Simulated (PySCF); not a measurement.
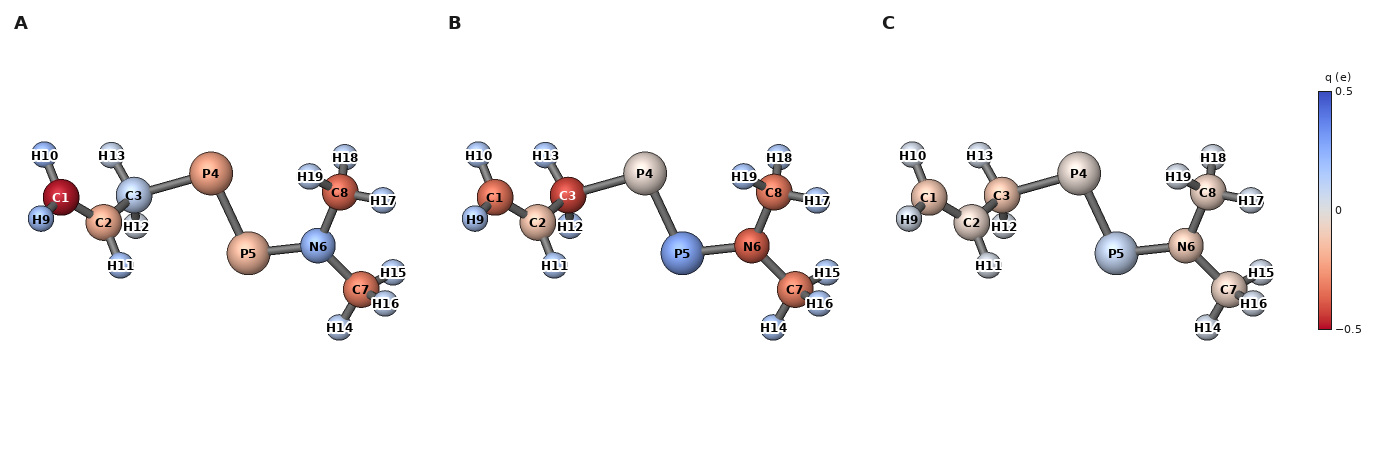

Atomic charges of one calculation by 3 schemes, on one colour scale. Computed geometry: GFN2-xTB optimisation. No frequency run is at hand to confirm it as a minimum. Level of theory: PBE0/pcSseg-1 (PySCF 2.14.0).

Question: The schemes are ESP-fitted, Hirshfeld, IAO. Which panel shows which?

Answer: A ESP-fitted, B IAO, C Hirshfeld.

List the charges (e), one line for each set of equivalent atoms.

```tsv
atom	ESP-fitted	IAO	Hirshfeld
C1	−0.48	−0.33	−0.11
C2	−0.19	−0.12	−0.05
C3	0.10	−0.42	−0.12
P4	−0.22	−0.04	−0.03
P5	−0.16	0.27	0.09
N6	0.22	−0.37	−0.09
C7	−0.31	−0.30	−0.07
C8	−0.35	−0.31	−0.07
H9	0.19	0.15	0.04
H10	0.20	0.14	0.04
H11	0.17	0.14	0.03
H12	0.04	0.15	0.04
H13	0.07	0.15	0.04
H14	0.11	0.16	0.05
H15	0.12	0.14	0.04
H16	0.10	0.14	0.05
H17	0.14	0.15	0.05
H18	0.11	0.14	0.04
H19	0.11	0.16	0.04
```

The geometry is semi-empirical. Around P such bond lengths and angles can be off by a tenth of an ångström or more and by several degrees, and values that hang on the shape move with them.
